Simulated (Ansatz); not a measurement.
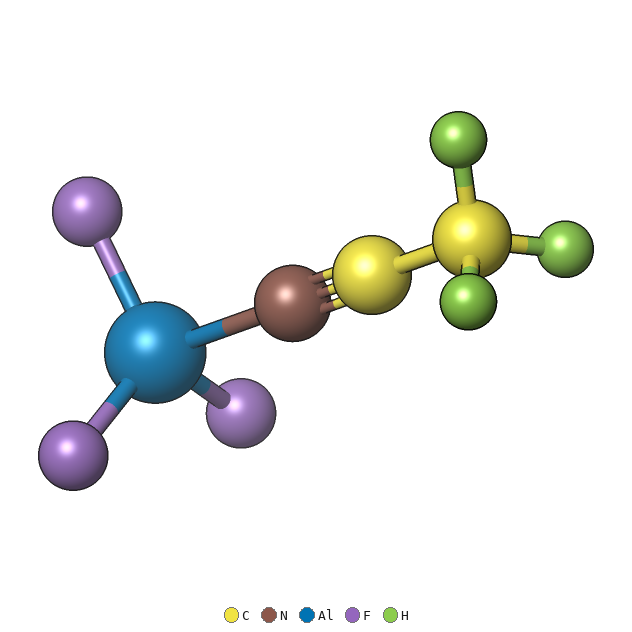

The computed structure is the end point of a PBE0-D4/def2-TZVP optimisation.

Draw it as a skeletal formula.

SMILES: CC#[N+][Al-]([F])([F])[F]

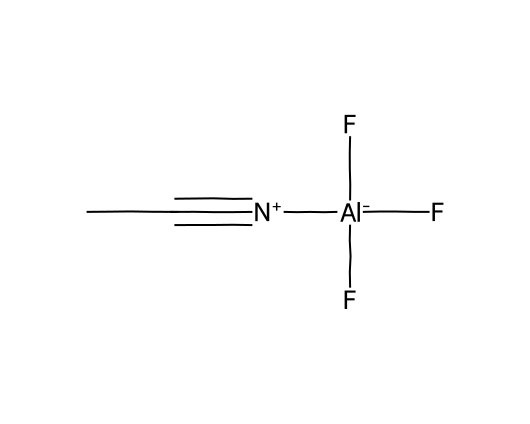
